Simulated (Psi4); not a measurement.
**One shape, several levels: C2H2BF+ (SMILES [CH+]=[C]BF)**

Aim: a comparison of 4 runs (UHF/3-21G, UB3LYP/6-31G*, UMP2/6-31G, UMP2/def2-SVP) of C2H2BF+. 

The calculation is run with Psi4 1.11.

2 further runs of the same task are left out: 1 that didn't finish, 1 set aside as unsound or not needed.

### 1 The system as given

C2H2BF+: 6 atoms, total charge +1, spin state doublet. SMILES: `[CH+]=[C]BF`. The coordinates come from a GFN2-xTB relaxation.

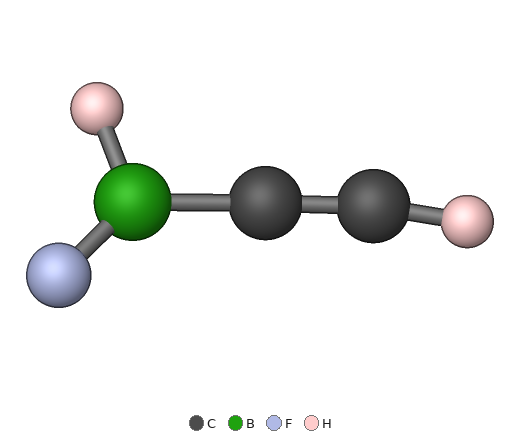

Viewed from a chosen angle; carbon dark grey, boron green, fluorine light blue, hydrogen pink.

### 2 A single-point energy at UHF/3-21G (run 1)

Input file c2h2bf.dat:

```
memory 1600 mb

molecule system {
  1 2
  C     -0.487740     0.880300    -1.230320
  C     -0.112030     0.212570    -0.284970
  B      0.331970    -0.634170     0.866950
  F      0.028170    -1.802160     1.248600
  H     -0.908920     1.338300    -2.097670
  H      1.148550     0.005160     1.497400
  symmetry c1
  no_reorient
  no_com
}

set basis 3-21G
set reference uhf
set puream true
set e_convergence 1e-09
set d_convergence 1e-08
set scf_type pk
set maxiter 200

energy_value, wavefunction = energy("scf", return_wfn=True)
oeprop(wavefunction, "WIBERG_LOWDIN_INDICES", "MAYER_INDICES", "MULLIKEN_CHARGES", title="SCF")
```

Command:

```console
psi4 -n 1 c2h2bf.dat c2h2bf.out
```

c2h2bf.out:

```text
[...]
  Running in c1 symmetry.
[...]
  Nuclear repulsion =   82.962162578352419
[...]
  Multiplicity = 2
[...]
  Nalpha       = 14
  Nbeta        = 13
[...]
    Number of basis functions: 40
[...]
   @UHF iter   1:  -199.46926598544314   -7.03646e-01   6.78711e-03 DIIS/ADIIS
[...]
   @UHF iter  25:  -199.54973853400170   -1.48361e-11   6.08599e-09 DIIS
[...]
   @S^2 Observed:                7.735582468E-01
[...]
  @UHF Final Energy:  -199.54973853400170
   => Energetics <=
    Nuclear Repulsion Energy =             82.9621625783524195
    One-Electron Energy =                -430.0138263264698253
    Two-Electron Energy =                 147.5019252141156869
    Total Energy =                       -199.5497385340017047
  UHF NO Occupations:
  HONO-2 :   12  A 1.9978712
  HONO-1 :   13  A 1.9918810
[...]
 Multipole Moments:
 ------------------------------------------------------------------------------------
     Multipole            Electronic (a.u.)      Nuclear  (a.u.)        Total (a.u.)
 ------------------------------------------------------------------------------------
 L = 1.  Multiply by 2.5417464519 to convert [e a0] to [Debye]
 Dipole X            :          2.2748210           -2.7318070           -0.4569860
 Dipole Y            :         22.8641219          -21.7122162            1.1519058
 Dipole Z            :        -12.4780091           11.1118542           -1.3661550
 Magnitude           :                                                    1.8444789
[...]
```

Wall time 1.7 s (1 thread of Intel Xeon Platinum 8375C at 2.90GHz (Ice Lake), shared host); peak memory 0.18 GiB.

### 3 Energy and forces at UB3LYP/6-31G(d) (spherical functions) (run 2)

Input file input.dat:

```
memory 1600 MB

molecule {
  1 2
  C     -0.92169502     1.66352591    -2.32496785
  C     -0.21170602     0.40169908    -0.53851525
  B      0.62733238    -1.19840762     1.63829806
  F      0.05323358    -3.40558883     2.35951204
  H     -1.71760987     2.52902047    -3.96402180
  H      2.17044494     0.00975099     2.82967590
  units au
  symmetry c1
}

set {
  basis 6-31G*
  reference uks
  puream true
  e_convergence 1e-09
  d_convergence 1e-08
  scf_type pk
  dft_radial_points 99
  dft_spherical_points 590
  maxiter 200
}

energy_value, wavefunction = gradient("b3lyp", return_wfn=True)
oeprop(wavefunction, "MULLIKEN_CHARGES", "DIPOLE", "LOWDIN_CHARGES", title="B3LYP")
```

Command:

```console
psi4 -i input.dat -o output.dat -n 1
```

output.dat:

```text
[...]
  Running in c1 symmetry.
[...]
  Nuclear repulsion =   82.962162612855195
[...]
  Multiplicity = 2
[...]
  Nalpha       = 14
  Nbeta        = 13
[...]
    Number of basis functions: 60
[...]
   @UKS iter   1:  -201.58376493498599   -1.72303e-01   6.95657e-03 ADIIS/DIIS
[...]
   @UKS iter  15:  -201.69133937258886   -6.08225e-12   9.29047e-09 DIIS
[...]
   @S^2 Observed:                7.559873583E-01
[...]
  @UKS Final Energy:  -201.69133937258886
   => Energetics <=
    Nuclear Repulsion Energy =             82.9621626128551952
    One-Electron Energy =                -432.2229664044971287
    Two-Electron Energy =                 168.4058031467886281
    DFT Exchange-Correlation Energy =     -20.8363387277355407
    Empirical Dispersion Energy =           0.0000000000000000
    VV10 Nonlocal Energy =                  0.0000000000000000
    Total Energy =                       -201.6913393725888568
[...]
  -Total Gradient:
     Atom            X                  Y                   Z
    ------   -----------------  -----------------  -----------------
       1        0.014279485036    -0.027118896465     0.037308240383
       2       -0.009461767473     0.031466569375    -0.034069443629
       3       -0.007132078705    -0.009991386152    -0.001920455288
       4        0.008120318584     0.021672036498    -0.004212149783
       5        0.001858743686    -0.006976321636     0.007050393482
       6       -0.007657220746    -0.009078722827    -0.004131890014
[...]
```

It took 19 s on 1 thread of Intel Xeon Platinum 8375C at 2.90GHz (Ice Lake), shared host; peak memory 0.75 GiB.

Run 3 isn't shown in full; the table further down has it.

### 4 The energy at UMP2/def2-SVP (run 4)

Input file input.inp:

```
memory 1600 mb

molecule geom {
  1 2
  C     -0.487740     0.880300    -1.230320
  C     -0.112030     0.212570    -0.284970
  B      0.331970    -0.634170     0.866950
  F      0.028170    -1.802160     1.248600
  H     -0.908920     1.338300    -2.097670
  H      1.148550     0.005160     1.497400
  symmetry c1
  no_reorient
  no_com
}

set {
  basis           def2-SVP
  reference       uhf
  puream          true
  e_convergence   1e-09
  d_convergence   1e-08
  scf_type        pk
  num_frozen_docc 4
  mp2_type        conv
  maxiter         200
}

E, wfn = energy("mp2", return_wfn=True)
```

Command:

```console
psi4 -i input.inp -o input.out -n 1
```

input.out:

```text
[...]
  Running in c1 symmetry.
[...]
  Nuclear repulsion =   82.962162578352419
[...]
  Multiplicity = 2
[...]
  Nalpha       = 14
  Nbeta        = 13
[...]
    Number of basis functions: 66
[...]
   @UHF iter   1:  -200.38774379977281   -6.83376e-01   4.71450e-03 ADIIS/DIIS
[...]
   @UHF iter  27:  -200.48995206022008   -1.77351e-11   4.70565e-09 DIIS
[...]
   @S^2 Observed:                7.704472264E-01
[...]
  @UHF Final Energy:  -200.48995206022008
   => Energetics <=
    Nuclear Repulsion Energy =             82.9621625783524195
    One-Electron Energy =                -431.5519745803478600
    Two-Electron Energy =                 148.0998599417753496
    Total Energy =                       -200.4899520602200766
  UHF NO Occupations:
  HONO-2 :   12  A 1.9980950
  HONO-1 :   13  A 1.9935009
[...]
 Multipole Moments:
 ------------------------------------------------------------------------------------
     Multipole            Electronic (a.u.)      Nuclear  (a.u.)        Total (a.u.)
 ------------------------------------------------------------------------------------
 L = 1.  Multiply by 2.5417464519 to convert [e a0] to [Debye]
 Dipole X            :          2.2678094           -2.7318070           -0.4639976
 Dipole Y            :         22.8264973          -21.7122162            1.1142811
 Dipole Z            :        -12.4613426           11.1118542           -1.3494884
 Magnitude           :                                                    1.8105345
[...]
	SCS-MP2 Total Energy (a.u.)        :  -200.94112903675295
	SOS-MP2 Total Energy (a.u.)        :  -200.90269391044535
	SCSN-MP2 Total Energy (a.u.)       :  -200.69288952712429
[...]
	SOS-PI-MP2 Total Energy (a.u.)     :  -200.97148421881622
[...]
	MP2 Total Energy (a.u.)            :  -200.94920898099733
[...]
```

Wall time 3 s (1 thread of Intel Xeon Platinum 8375C at 2.90GHz (Ice Lake), shared host); peak memory 0.27 GiB.

### 5 All runs side by side

```tsv
run	level	task	integration grid	energy (Eh)	HOMO energy (eV)	LUMO energy (eV)	⟨S²⟩	wall time
1	UHF/3-21G	energy	–	-199.549739	-19.65	-8.94	0.774	1.7 s
2	UB3LYP/6-31G* (spherical functions)	gradient	99 radial × 590 angular	-201.691339	-16.05	-13.33	0.756	19 s
3	UMP2/6-31G	energy	–	-200.881720	-19.74	-8.76	0.778	1.9 s
4	UMP2/def2-SVP	energy	–	-200.949209	-19.65	-8.56	0.770	3 s
```

### 6 Outcome

| quantity | value |
| --- | --- |
| run 4: total energy | -200.94921 Eh |
| run 4: HOMO energy (Hartree–Fock orbitals) (highest over α and β) | -19.65 eV |
| run 4: LUMO energy (Hartree–Fock orbitals) (lowest over α and β) | -8.56 eV |
| run 4: correlation energy (4 core orbitals frozen) | -459.3 mEh |
| run 4: ⟨S²⟩ of the reference determinant | 0.770 |

All runs together took 26 s, the longest 19 s.
